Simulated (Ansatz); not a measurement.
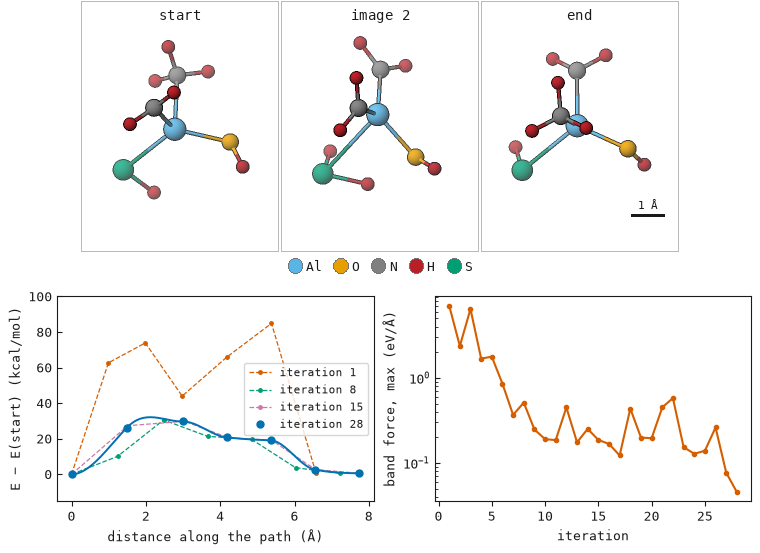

A nudged-elastic-band calculation for AlN2H7SO. Images are numbered from 0 (start) to 6 (end). The plot follows the band through its iterations. Style: ball-and-stick. Shown from a free direction.

Computed with Ansatz, RKS PBE/def2-SVP. Set-up: 5 movable images; climbing image; force threshold 0.05 eV/Å; iteration limit 60; starting path through a guess of the saddle point.

How did the profile develop, and is the result final?

The run is converged, with reservations. The band converged in 28 iterations. The largest component of the band force went from 7.1 to 0.045 eV/Å. The climbing image converged on the top of the path. Its vibrational analysis gives no imaginary modes over 30i cm⁻¹, so it isn't confirmed as a transition state. The first iteration put the highest image at 84.9 kcal/mol. Forward barrier 29.7 kcal/mol, backward barrier 29.1 kcal/mol, with image 2 at the top; the reaction energy is +0.6 kcal/mol.

Cost: 4.1 min on 2 threads of Intel(R) Xeon(R) Platinum 8375C CPU @ 2.90GHz (Ice Lake) (shared host), peak memory 0.18 GiB.
